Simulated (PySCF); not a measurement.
C4H12B2O (SMILES BOBC(C)(C)C)

Input

```
{"job": {"kind": "nmr", "xc": "PBE0", "basis": "pcSseg-1"}, "charge": 0, "multiplicity": 1}
B      2.971737    -0.720801    -0.409431
O      1.987067    -0.157325     0.217035
B      0.956102     0.370160     0.798232
C     -0.526943     0.199555     0.164847
C     -0.475900    -0.112687    -1.335375
C     -1.373909     1.460485     0.377230
C     -1.207902    -0.976384     0.885211
H      3.582863    -0.105313    -1.210068
H      3.250496    -1.841733    -0.162680
H      1.106077     0.944880     1.819446
H     -1.480126    -0.263996    -1.729921
H     -0.013722     0.707506    -1.881195
H      0.105284    -1.013725    -1.522033
H     -0.921603     2.314706    -0.122023
H     -2.375868     1.319344    -0.026833
H     -1.459736     1.690943     1.436436
H     -1.256224    -0.795469     1.956717
H     -0.654933    -1.898339     0.718330
H     -2.222565    -1.112557     0.513030
```

Launched as:

```sh
OMP_NUM_THREADS=1 python probes_run.py task.json out
```

Geometry: GFN2-xTB.

These are results of PBE0/pcSseg-1, SCF density, gas phase, non-relativistic in PySCF, not measurements.

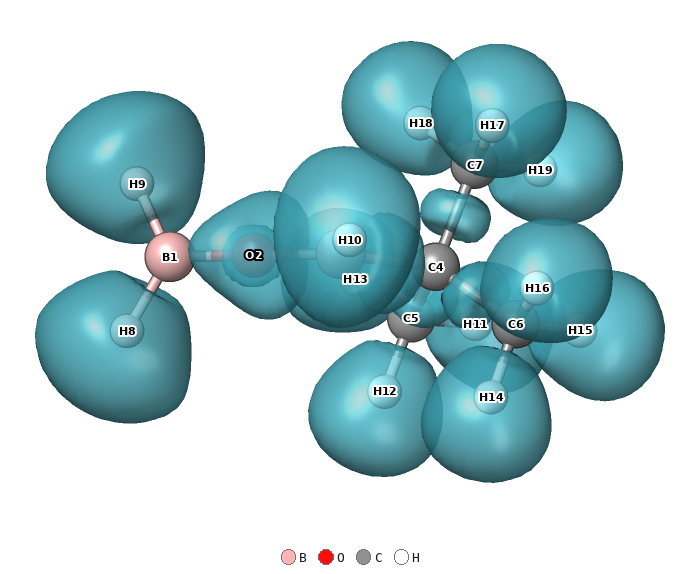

Figure 1. Isosurface of the ELF at 0.75 (cyan), seen at a tilt. Only the valence region is drawn (cores and ρ < 0.01 e/Å³ removed).

### Where are the electrons localised?

The ELF exceeds this value in one region between bonded B–C atoms (shared pairs), three regions between bonded C–C atoms (shared pairs), twelve regions around hydrogen nuclei and one region on O in which the atom's valence shell and bonds are merged.


B–O (1.30 Å): the ELF peaks at about 0.90 between the atoms: a short, strongly polar bond. C–C (1.53 Å): the ELF peaks at about 0.95 between the atoms: a covalent bond.

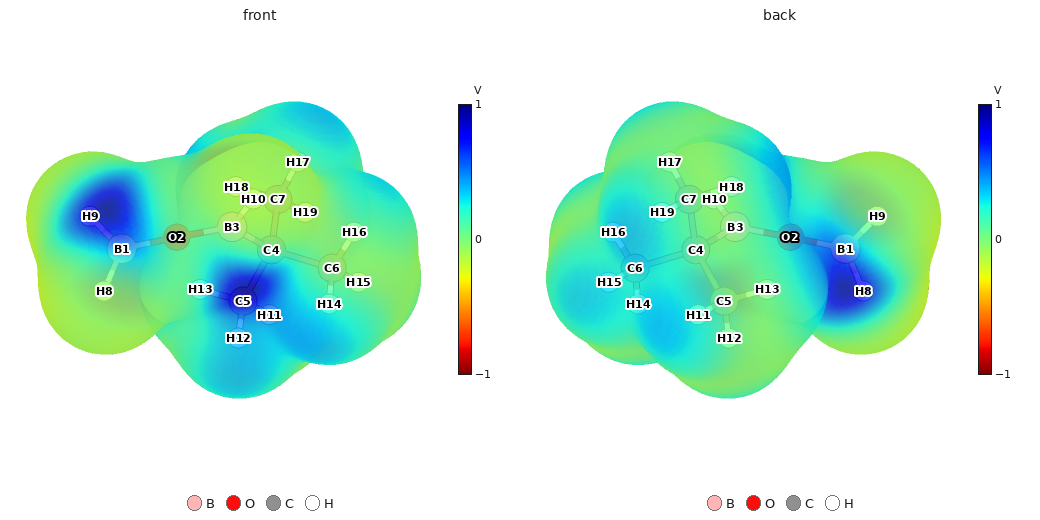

Figure 2. The molecular electrostatic potential painted on the density surface at 0.001 e/bohr³, seen from the front and from behind; red is negative and blue positive.

### Which sites attract a positive test charge, and which a negative one?

A positive charge is drawn to the negative regions and a negative charge to the positive ones. The most negative region (about −0.2 V) lies over H8 and H9, the most positive (about +0.9 V) over B1 and B3.

### How polar is the molecule by this calculation?

Its dipole moment is 0.41 D.

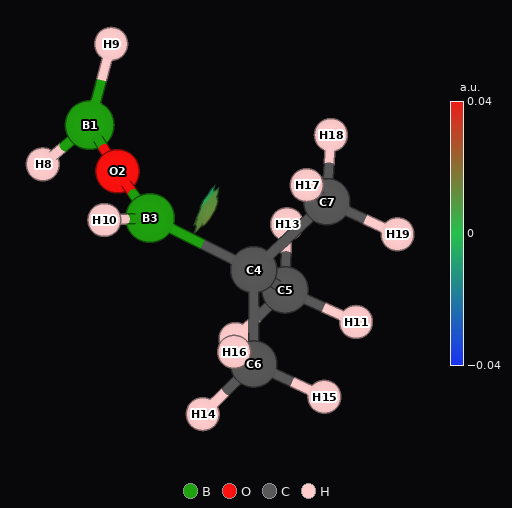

Figure 3. Non-covalent interaction (NCI) plot: the surface where the reduced density gradient is 0.5, for densities under 0.05 a.u., coloured by sign(λ₂)ρ; seen at an oblique angle.

### Identify the weak interactions.

Near H13, O2 and C5: mostly steric crowding (olive to red).
